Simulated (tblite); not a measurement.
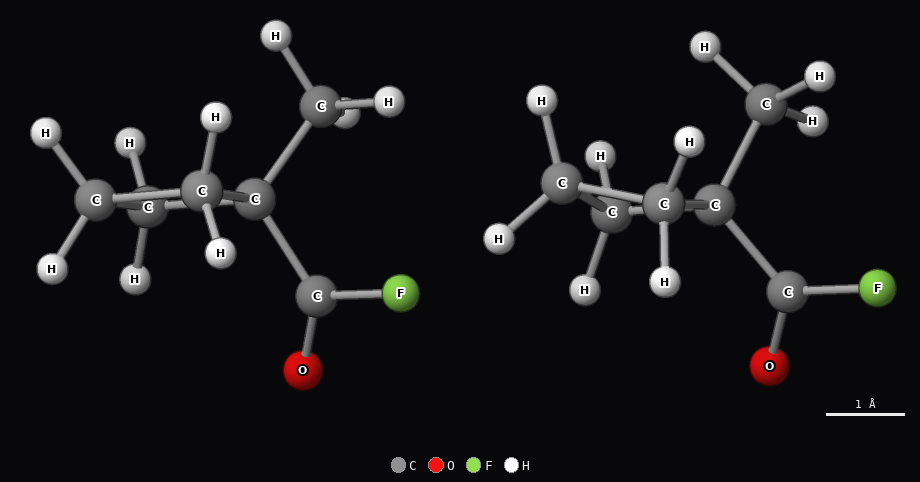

Two geometries of C$_{6}$H$_{9}$FO, drawn at one scale. One is the start of a relaxation, the other its converged end. The picture is a ball-and-stick view, seen at a tilt.

Level of theory: tblite 0.8.0, GFN2-xTB geometry optimisation, gas phase. 

Which geometry has the lower energy?

The left one is the relaxed one. The energy falls by 70.1 kJ/mol in 90 geometry steps. The atom that moves furthest after the best rigid fit is an H atom (0.63 Å). Largest moves by element: H 0.63 Å, F 0.24 Å, C 0.23 Å, O 0.14 Å. Among the contacts that change: C–O 1.254 → 1.180 Å, C–C 1.483 → 1.541 Å, C–H 1.133 → 1.089 Å, C–C 1.510 → 1.551 Å. Bond angles that change, for instance: C–C–O 121.9° → 130.5°, H–C–H 116.1° → 108.8°, C–C–F 117.6° → 110.8°. Groups turn about C–C by about 20°, C–C by about 20°.
